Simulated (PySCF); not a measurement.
Molecule: SMILES Br/C=C\c1ccccc1. Atoms near the plane z = 0.0 Å, at the GFN2-xTB optimised geometry (x, y, z in Å): Br1 (0.5, -3.4, 0.0), C2 (-1.2, -2.5, 0.0), C3 (-1.5, -1.2, 0.0), C4 (-0.6, 0.0, 0.0), C5 (-1.3, 1.2, 0.0), C6 (-0.6, 2.4, 0.0), C7 (0.8, 2.4, 0.0), C8 (1.5, 1.2, 0.0), C9 (0.8, 0.0, 0.0), H10 (-2.0, -3.2, 0.0), H11 (-2.5, -1.0, 0.0), H12 (-2.4, 1.3, 0.0), H13 (-1.1, 3.4, 0.0), H14 (1.4, 3.3, 0.0), H15 (2.5, 1.2, 0.0), H16 (1.3, -0.9, 0.0).

Calculation: PySCF 2.14.0 with PBE0/def2-TZVP. Cells within 0.4 Å of a nucleus heavier than hydrogen are left out (blank, or x). The values are rescaled to run from 0 to 1.

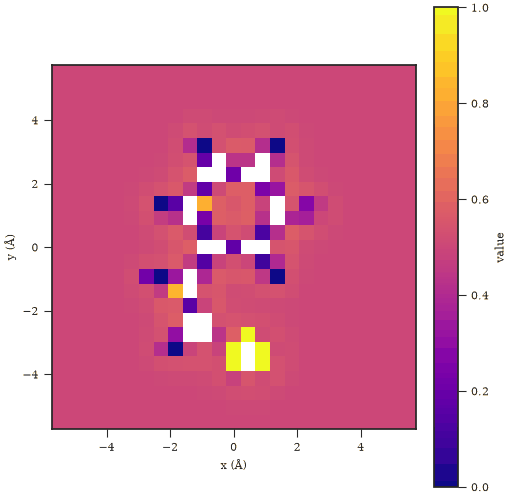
*a field on the plane z = 0.0 Å.*

Task: Which quantity is mapped?
A. Laplacian of the electron density
B. electron localisation function
C. log10 of the electron density
D. deformation density (molecule minus spherical neutral atoms)

Result: A, Laplacian of the electron density. In full: Laplacian of the electron density (e/bohr⁵), clipped to [-1.50, 1.50].
